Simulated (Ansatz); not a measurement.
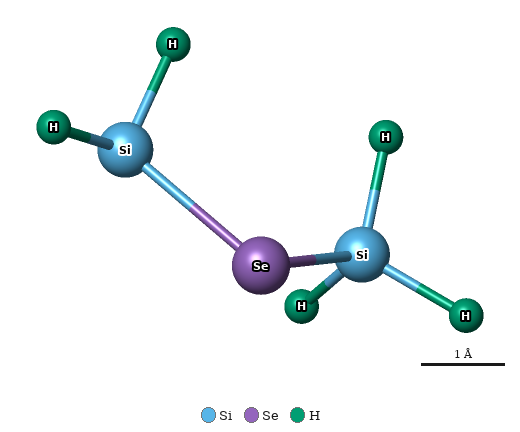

**Figure 1.** The structure as given in the input (ball-and-stick view, seen at a tilt).

# Single-point calculation, with input and output: Si₂H₅Se

The run: single-point calculation of Si₂H₅Se, multiplicity 2, SMILES [SiH2][Se][SiH3]. Method and program: UHF-CCSD(T), frozen core/def2-TZVPP (Ansatz 0.2.0).

The geometry comes from this level: PBE0-D4/def2-TZVP.

Input:
```yaml
crystal:
  periodic: [false, false, false]
  atoms:
    - {symbol: Si, position_ang: [-0.932079, 0.329819, -1.620576]}
    - {symbol: Se, position_ang: [-1.375103, -0.384789, 0.486901]}
    - {symbol: Si, position_ang: [0.816442, -0.529968, 1.110502]}
    - {symbol: H, position_ang: [-2.238120, 0.720295, -2.219225]}
    - {symbol: H, position_ang: [-0.002158, 1.496702, -1.599085]}
    - {symbol: H, position_ang: [1.508503, -1.606409, 0.359807]}
    - {symbol: H, position_ang: [0.808996, -0.844389, 2.559400]}
    - {symbol: H, position_ang: [1.505719, 0.761540, 0.866577]}
basis:
  gaussian: {orbitals: def2-TZVPP}
magnetization: {spin_polarized: true, initial_magnetization: 1}
correlation: {method: ccsd_t}
scf: {omitted_lower_state_checks: [cluster_reference]}
output: {orbitals: {seedname: orbitals}}
```

Hardware: 4 threads of Arm Neoverse V2, 23 GiB of memory available, shared host.

Launch command:
```bash
ansatz run in.yaml --threads 4 --pin off --events-out ev --progress --plain --max-ram 10444MiB
```

What the program printed:
```
Functional definition: HF
  name "HF"
  cite "Fock, Z. Phys. 61, 126 (1930) doi:10.1007/BF01340294"
  parent pbe
  exchange = exact_x
  correlation = 0
these checks for a lower state are left out or cut short: cluster_reference
1191 factors; integrals over basis functions are off by at most 1.3e-3 eV
mean field evaluation 1: about -81106.0483 eV, gradient 1.1e1 eV
mean field evaluation 2: about -81106.0548 eV, gradient 1.1e1 eV
mean field evaluation 4: about -81107.5889 eV, gradient 2.0e0 eV
mean field evaluation 8: about -81107.6369 eV, gradient 1.4e-1 eV
mean field -81107.63766129 eV, -2980.6507073209 hartree, gradient 2.5e-6 eV, S^2 0.757234; 0 other end points of the search recorded, 0 dependent functions left out
19 core orbitals not correlated: weight in the atoms' cores, before any rotation towards them, 1.000 or more for the frozen orbitals, at most 0.000 for the correlated occupied ones
reference -81107.63766129 eV, -2980.6507073209 hartree; 15, 14 occupied and 168, 169 virtual orbitals, 1191 factors
second order -13.76921216 eV of doubles, -0.00000000 eV of singles
cycle   1  -14.41372463 eV  change   -6.4e-1 eV  update   9.2e-2
cycle   2  -14.90558793 eV  change   -4.9e-1 eV  update   3.0e-2
cycle   3  -14.96435799 eV  change   -5.9e-2 eV  update   1.5e-2
cycle   4  -14.95512944 eV  change    9.2e-3 eV  update   6.3e-3
cycle   5  -14.95691739 eV  change   -1.8e-3 eV  update   3.4e-3
cycle   6  -14.95652828 eV  change    3.9e-4 eV  update   1.6e-3
cycle   7  -14.95705753 eV  change   -5.3e-4 eV  update   6.0e-4
cycle   8  -14.95736654 eV  change   -3.1e-4 eV  update   2.0e-4
cycle   9  -14.95731282 eV  change    5.4e-5 eV  update   8.7e-5
cycle  10  -14.95727207 eV  change    4.1e-5 eV  update   3.7e-5
cycle  11  -14.95728654 eV  change   -1.4e-5 eV  update   1.6e-5
```

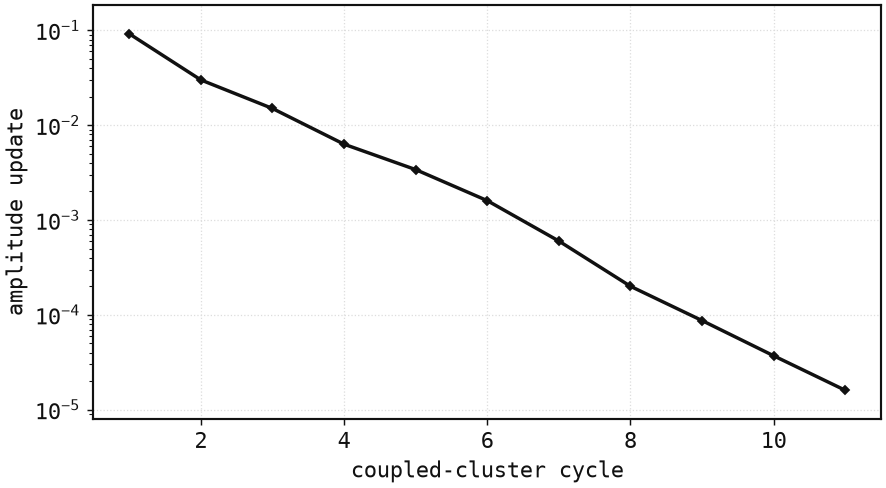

**Figure 2.** Convergence of the coupled-cluster equations: amplitude update against the coupled-cluster cycle. The residual falls at every step.

```
perturbative correction -0.56606528 eV, -0.0208025152 hartree
Total energy: -81123.16101310 eV, -2981.2211799781 hartree
Checks for a lower state left out: cluster_reference
```

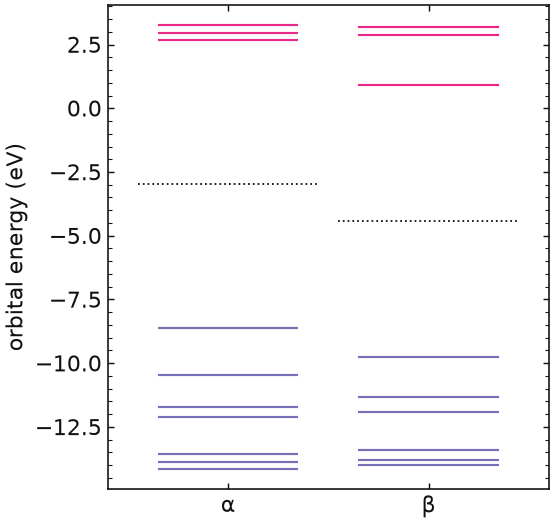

**Figure 3.** Orbital energies near the frontier for α and β spins; the dotted line parts filled from empty levels, and levels within 0.02 eV of each other stand side by side. α: highest filled −8.63 eV, lowest empty 2.68 eV, 11.31 eV apart; β: highest filled −9.74 eV, lowest empty 0.91 eV, 10.65 eV apart.

Results in brief:

| quantity | value |
| --- | --- |
| outcome | converged |
| total energy | −81123.1610 eV |
| mean-field energy | −81107.6377 eV |
| CCSD correlation | −14.9573 eV |
| (T) correction | −0.5661 eV |
| T1 diagnostic | 0.014 |
| ⟨S²⟩ | 0.757 |
| SCF solution under orbital rotations | stable |
| HOMO (either spin) | −8.63 eV |
| LUMO (either spin) | 0.91 eV |
| wall time | 3.5 min (CPU time 14 min) |
| peak memory | 6 GiB |
